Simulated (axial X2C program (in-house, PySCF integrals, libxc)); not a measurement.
# A two-component session on TaB⁺: EOM-IP-CCSD levels

Aim: EOM-IP-CCSD levels of TaB⁺, with spin–orbit coupling in the Hamiltonian from the start.

The runs use an in-house X2C program for linear molecules on PySCF integrals; two-component X2C with atomic mean-field terms, Ta dyall-cv3z, B dyall-v3z.

All values are calculated.

### Step 1. The job

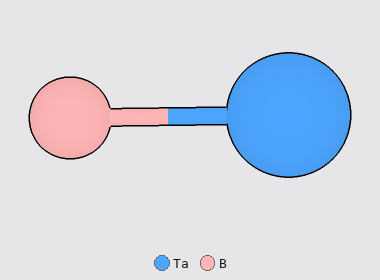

The two atoms at 2.310 Å (tantalum blue, boron pink).

Input file task.json:

```json
{"zs": [73, 5], "q": 1, "bas": ["dyall-cv3z", "dyall-v3z"], "r0": 2.31, "eom": "ip", "rq": 0, "thr": -2.0, "nmax": 95, "grid": [1, 0.96, 1.045, 0.92, 1.09, 1.15]}
```

Keys: zs atomic numbers; q charge; bas basis sets; r0 starting distance in Å; eom kind of EOM run; thr threshold in hartree for freezing inner shells (an s shell follows its p shell); nmax most natural virtual spinors; grid distances as factors.

Started as:

```console
$ python soeom.py task.json out
```

Nuclei are Gaussian, cores are contracted, and the Gaunt term is on.

### Step 2. EOM-IP-CCSD at 2.071 Å

Reference: the closed shell TaB; 16 electrons correlated, 88 virtual spinors; roots sought by Ω: 1/2: 4, 3/2: 3, 5/2: 1.

Output:

```text
two-component X2C + atomic mean field  HF
basis functions 227  fitting functions 1170  grid points 5079
iter        total energy     max residual
   1     -15622.871968147     6.12e-01
   2     -15622.918841918     2.55e-02
   3     -15622.919938259     3.06e-02
   4     -15622.924713284     3.46e-03
   5     -15622.925832505     3.19e-03
   6     -15622.926507429     2.60e-03
   7     -15622.927599596     2.18e-03
   8     -15622.929021155     2.28e-03
   9     -15622.930683901     1.76e-03
  10     -15622.931516098     1.34e-03
  11     -15622.931843129     9.70e-04
  12     -15622.932078220     5.86e-04
  13     -15622.932157599     2.80e-04
  14     -15622.932182612     1.65e-04
  15     -15622.932188556     1.47e-04
  16     -15622.932195715     6.91e-05
  17     -15622.932198573     4.78e-05
  18     -15622.932199303     3.55e-05
  19     -15622.932199569     1.71e-05
  20     -15622.932199647     5.92e-06
  21     -15622.932199657     3.68e-06
  22     -15622.932199661     1.35e-06
  23     -15622.932199662     1.03e-06
  24     -15622.932199662     8.17e-07
converged
one-electron -21617.73628702  Coulomb 6234.20061812  exact exchange -319.31256470  xc functional 0.00000000  nuclear repulsion 93.26397006  atomic mean-field constant -13.34793611
correlated 16  virtual 294  natural virtual 88  E(MP2) -0.469113855  MP2 remainder -0.047432641
iter   CCSD correlation   residual
   1     -0.412894390   2.38e-01
   2     -0.430205934   1.38e-01
   3     -0.441026974   7.64e-02
   4     -0.441738097   3.79e-02
   5     -0.443088367   2.47e-02
   6     -0.443865467   1.51e-02
   7     -0.444077666   1.04e-02
   8     -0.444320897   7.58e-03
   9     -0.444328842   5.94e-03
  10     -0.444474040   4.27e-03
  11     -0.444432350   2.93e-03
  12     -0.444486560   1.74e-03
  13     -0.444482673   9.78e-04
  14     -0.444483740   5.70e-04
  15     -0.444485278   3.41e-04
  16     -0.444483186   2.05e-04
  17     -0.444481180   1.18e-04
  18     -0.444480684   7.97e-05
  19     -0.444478467   6.03e-05
  20     -0.444478560   4.57e-05
  21     -0.444477686   3.63e-05
  22     -0.444477368   2.81e-05
  23     -0.444477219   2.14e-05
  24     -0.444476834   1.56e-05
  25     -0.444476684   1.02e-05
  26     -0.444476618   6.61e-06
  27     -0.444476548   4.44e-06
  28     -0.444476619   3.01e-06
  29     -0.444476594   2.06e-06
  30     -0.444476610   1.47e-06
(T) -0.031332847  T1 0.0969  D1 0.1962  max T2 0.119
EOM-IP-CCSD roots
2*Omega      energy/Eh   energy/eV  one-particle weight
    1       0.27677522      7.5314      0.921
    1       0.31519937      8.5770      0.878
    1       0.36671910      9.9789      0.005
    1       0.38406474     10.4509      0.048
    3       0.31059537      8.4517      0.907
    3       0.37511676     10.2074      0.005
    3       0.38609459     10.5062      0.000
    5       0.38307090     10.4239      0.000
```

T1 in the output is the amplitude norm over the root of the electron number; divide by √2 for the Lee–Taylor value.

```csv
Ω,vertical IE (eV),above lowest (cm⁻¹),spinor,weight
1/2,7.531,0,"43% Ta sσ, 28% B pσ, 14% Ta pσ",0.92
3/2,8.452,7420,"54% Ta dπ, 30% Ta dδ, 12% B pπ",0.91
1/2,8.577,8430,"29% Ta dπ, 19% B pπ, 17% Ta dσ",0.88
```

It took 43 s on 1 thread of Arm Neoverse N1, shared host; peak memory 1 GiB.

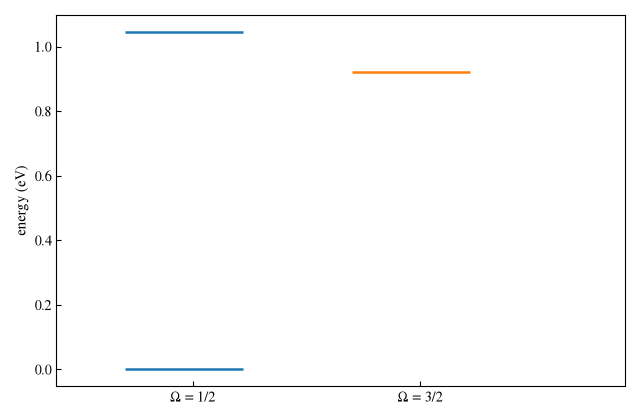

The roots by Ω, from the lowest.

### Step 3. EOM-IP-CCSD at 1.988 Å

```csv
Ω,vertical IE (eV),above lowest (cm⁻¹),spinor,weight
1/2,7.548,0,"45% Ta sσ, 25% B pσ, 16% Ta pσ",0.94
3/2,8.655,8930,"59% Ta dπ, 19% B pπ, 18% Ta dδ",0.90
1/2,8.798,10080,"32% Ta dπ, 21% B pπ, 15% Ta dσ",0.87
```

It took 44 s on 1 thread of Arm Neoverse N1, shared host; peak memory 1 GiB.

### Step 4. EOM-IP-CCSD at 2.164 Å

```csv
Ω,vertical IE (eV),above lowest (cm⁻¹),spinor,weight
1/2,7.531,0,"43% Ta sσ, 30% B pσ, 12% Ta pσ",0.91
3/2,8.218,5540,"48% Ta dπ, 42% Ta dδ, 8% B pπ",0.91
1/2,8.330,6440,"26% Ta dπ, 18% B pπ, 18% Ta dσ",0.88
```

Run time: 44 s. Hardware: 1 thread of Arm Neoverse N1, shared host; peak memory 1.1 GiB.

### Step 5. EOM-IP-CCSD at 1.905 Å

```csv
Ω,vertical IE (eV),above lowest (cm⁻¹),spinor,weight
1/2,7.550,0,"48% Ta sσ, 20% B pσ, 16% Ta pσ",0.95
3/2,8.806,10130,"60% Ta dπ, 26% B pπ, 8% Ta dδ",0.88
1/2,8.981,11540,"37% Ta dπ, 23% B pπ, 12% Ta dσ",0.88
```

It took 44 s on 1 thread of Arm Neoverse N1, shared host; peak memory 1.1 GiB.

### Step 6. EOM-IP-CCSD at 2.257 Å

```csv
Ω,vertical IE (eV),above lowest (cm⁻¹),spinor,weight
1/2,7.545,0,"46% Ta sσ, 29% B pσ, 10% Ta pσ",0.90
3/2,8.008,3730,"50% Ta dδ, 43% Ta dπ",0.91
1/2,8.104,4500,"24% Ta dπ, 20% B pσ, 19% Ta dσ",0.88
```

Wall time 44 s (1 thread of Arm Neoverse N1, shared host); peak memory 1.1 GiB.

### Step 7. EOM-IP-CCSD at 2.382 Å

```csv
Ω,vertical IE (eV),above lowest (cm⁻¹),spinor,weight
1/2,7.556,0,"54% Ta sσ, 21% B pσ, 8% Ta pσ",0.91
3/2,7.775,1770,"58% Ta dδ, 37% Ta dπ",0.90
1/2,7.859,2440,"32% B pσ, 18% Ta dπ, 17% Ta dσ",0.88
```

It took 44 s on 1 thread of Arm Neoverse N1, shared host; peak memory 1.1 GiB.

### Step 8. Curves of the states

Energies in eV from the lowest point of the lowest state; states are followed by energy order within each Ω.

```csv
R (Å),(1)Ω=1/2,(1)Ω=3/2,(2)Ω=1/2
1.905,0.0902,1.3465,1.5214
1.988,0.0086,1.1161,1.2589
2.071,0.0000,0.9203,1.0456
2.164,0.0783,0.7650,0.8771
2.257,0.2205,0.6830,0.7790
2.382,0.4491,0.6680,0.7514
```

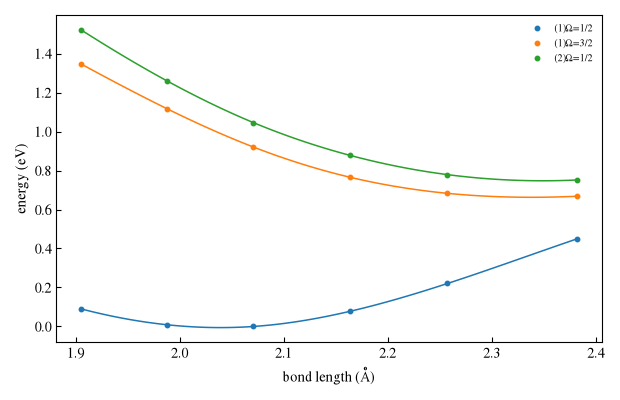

The states along the bond.

### Step 9. Outcome

```
                     quantity                            value
       lowest root at 2.071 Å                Ω = 1/2, 7.531 eV
next root led by one particle  Ω = 3/2, about 7420 cm⁻¹ higher
          T1 of the reference                            0.069
```

What this shows: Removing an electron from the reference determinant of TaB costs 7.53 eV and empties a spinor of 43% Ta sσ, 28% B pσ, 14% Ta pσ. The closed-shell reference lies 0.82 eV above the lowest determinant found, so these energies count from an excited configuration. Errors of 0.1 to 0.3 eV are usual at this size, and roots led by higher excitations are left out, so the list is incomplete, and low states of that kind can be missing. T1 or the largest double amplitude of the reference is raised, which lowers the reliability.
